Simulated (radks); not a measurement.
Yb²⁺ (Z = 70, 68 electrons); electrons: [Xe] 4f14. Level of theory: scalar-relativistic Kohn-Sham, PBE, spin-polarised, spherical densities, point nucleus. Computed with the in-house radial solver radks.

Wanted: the number of electrons inside radius r (solid) and the radial density 4πr²ρ (dashed).

The count levels off at 68 electrons. Half of them lie within 0.397 bohr, 90 % within 1.22 bohr and 99 % within 2.27 bohr. The radial density has minima at 0.0257, 0.110 and 0.322 bohr, where the count stands at 1.9, 11.1 and 29.6; these part the shells that the density resolves.

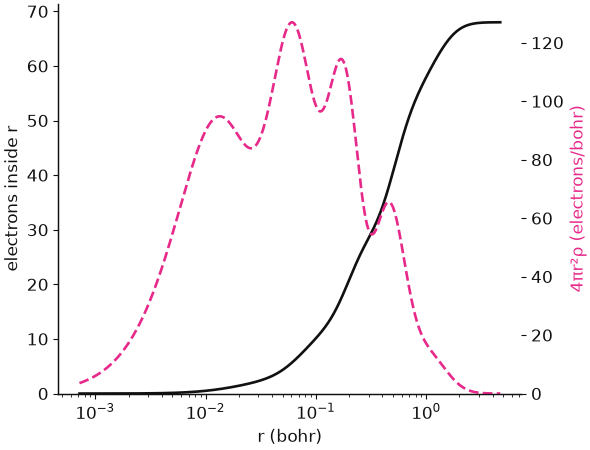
